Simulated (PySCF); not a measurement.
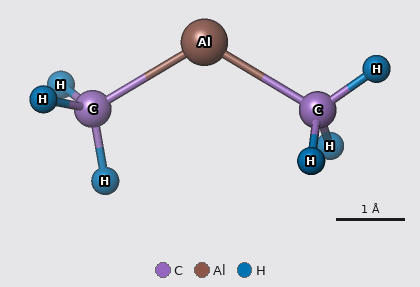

*The structure (ball-and-stick view, seen at a tilt). Sticks mark near contacts.*

Bond lengths as drawn: Al–C 1.97 Å and C–H 1.09 to 1.10 Å.

## Single-point calculation of C$_{2}$H$_{6}$Al (charge −1)

The run: single-point calculation of C$_{2}$H$_{6}$Al, charge −1. Method and program: B3LYP/def2-SVPD, RKS (PySCF 2.14.0).

The geometry is that of the parent species in another charge or spin state. The geometry comes from this level: PBE0-D4/def2-TZVP.

### Log
```
converged SCF energy = -322.127120785354
E(B3LYP) = -322.127120785
```

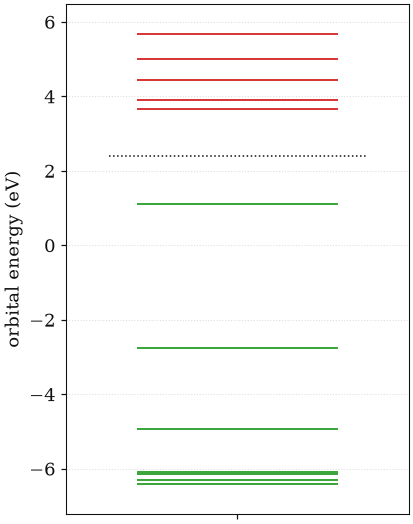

*Orbital energies near the frontier; the dotted line parts filled from empty levels, and levels within 0.02 eV of each other stand side by side.*

Highest filled 1.10 eV, lowest empty 3.67 eV, 2.57 eV apart.

This output came from the following input.

### Input (job.py)
```python
from pyscf import gto, dft

mol = gto.Mole()
mol.atom = '''
C       -0.810700       1.130600      -0.941500
Al       0.731000       0.705500       0.211900
C        0.877300      -1.111400       0.957800
H       -1.467800       0.264500      -1.069000
H       -0.481900       1.460900      -1.931900
H       -1.401500       1.950000      -0.519700
H        0.915300      -1.838200       0.137400
H       -0.021800      -1.337900       1.543500
H        1.748700      -1.270300       1.594400
'''
mol.charge = -1
mol.basis = 'def2-svpd'
mol.max_memory = 1860
mol.verbose = 3
mol.build()

myscf = dft.RKS(mol, xc='b3lyp')
myscf.conv_tol = 1e-10
myscf.grids.level = 5
myscf.kernel()
if not myscf.converged:
    myscf = myscf.newton().run(myscf.mo_coeff, myscf.mo_occ)

e_final = myscf.e_tot
print('E(%s) = %.9f' % ('B3LYP', e_final))
```

Launch command:
```bash
OMP_NUM_THREADS=1 python job.py
```

### Results in brief

- outcome: converged
- total energy: −322.127121 hartree
- basis functions: 112
- HOMO: 1.10 eV
- LUMO: 3.67 eV
- hardware: 1 thread of Intel Xeon @ 2.70GHz, 189 GiB of memory available, shared host
- wall time: 23 s
- peak memory: 0.59 GiB

The record of the run, not the program, notes: dipole of an ion depends on the origin.
